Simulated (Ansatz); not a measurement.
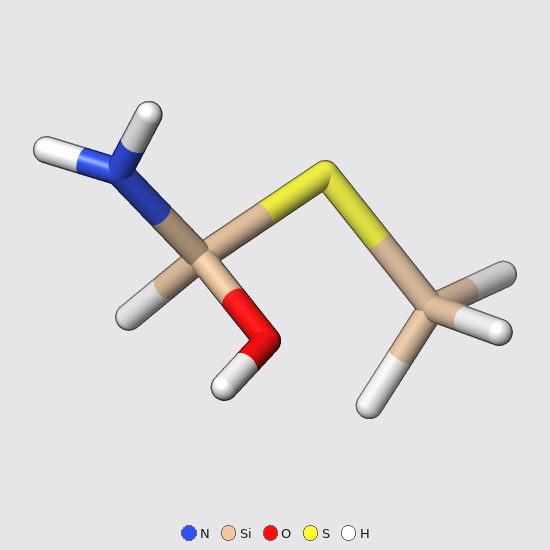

A stick model of a molecule.

What is the molecular formula?

H₇NOSSi₂, 12 atoms: 7 hydrogen, 1 nitrogen, 1 oxygen, 1 sulfur and 2 silicon.

How many bonds of each kind are drawn?

4 Si–H, 2 S–Si, 2 N–H, 1 N–Si, 1 O–Si, 1 O–H.

Give a SMILES string for it.

N[Si@H](O)S[SiH3]

The parts below concern this one geometry. Atoms keep their numbers from picture to picture. The geometry was computed by an optimisation with PBE0-D4/def2-TZVP.

### Symmetry

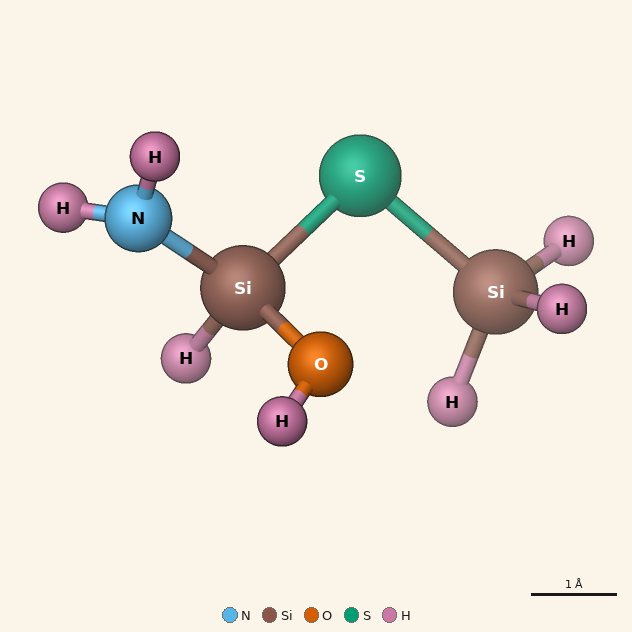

Depth is shown by fading: the farther an atom, the more it takes the colour of the background. Masses are those of the most abundant isotopes; constants are for the rigid equilibrium geometry.

What kind of rotor is it, and what are its rotational constants in MHz?

An asymmetric top (C1): A = 4551, B = 1545, C = 1238 MHz. Ray's parameter κ is −0.81, nearer the prolate limit.

### Vibrations

Harmonic vibrations computed with RKS PBE0-D4/def2-TZVP (Ansatz 0.2.0) at a stationary point of the same level.

How many vibrational modes are there, and where do they lie?

30 modes: 35, 107, 156, 163, 229, 237, 292, 360, 406, 501, 519, 624, 643, 742, 767, 835, 880, 905, 931, 939, 948, 962, 1576, 2226, 2232, 2236, 2249, 3607, 3704, 3902 cm⁻¹.

### Charges

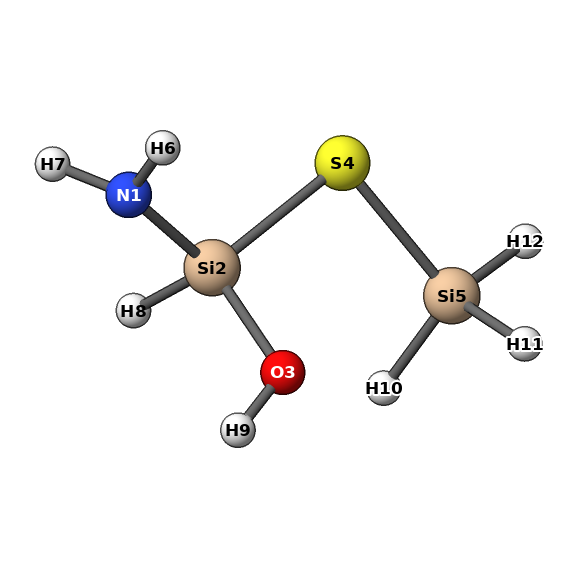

The questions are on Mulliken charges. Properties computed with RKS PBE0-D4/def2-TZVP (Ansatz 0.2.0).

Which atom carries the highest charge (most positive or least negative)?

Si2 (0.54 e).

And the lowest?

N1 (−0.62 e).

Give the Mulliken charges atom by atom.

```tsv
atom	value (e)
N1	−0.62
Si2	0.54
O3	−0.50
S4	−0.33
Si5	0.19
H6	0.25
H7	0.24
H8	−0.05
H9	0.32
H10	−0.02
H11	−0.01
H12	−0.02
```

### Dipole moment

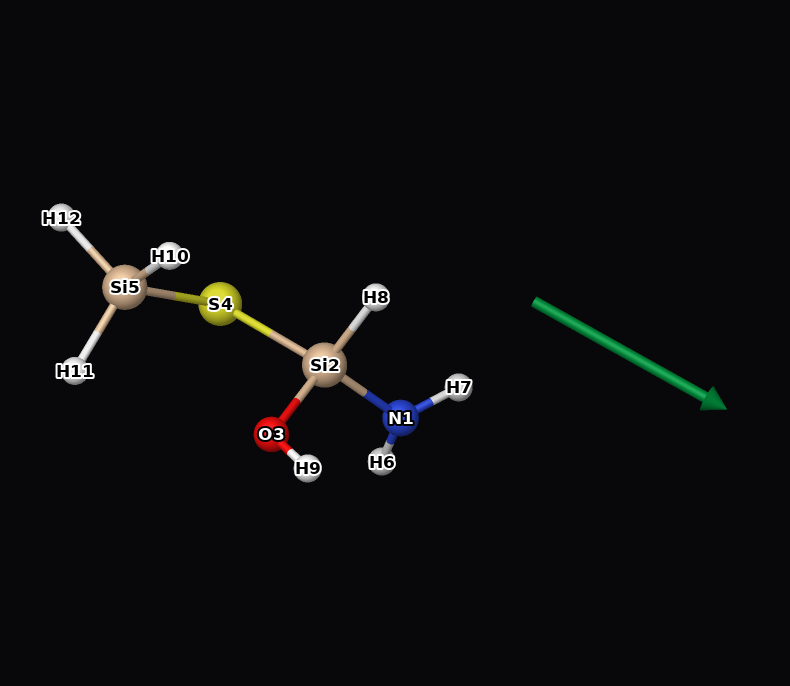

The arrow beside the molecule shows the direction of the dipole moment, from the negative to the positive end (its length means nothing). Method: RKS PBE0-D4/def2-TZVP (Ansatz 0.2.0).

How large is the dipole moment?

2.44 D; it points from the side of H12 to the side of H7 (the outermost atoms at the two ends).

Mulliken values depend strongly on the basis set and can even reverse the polarity of a bond.
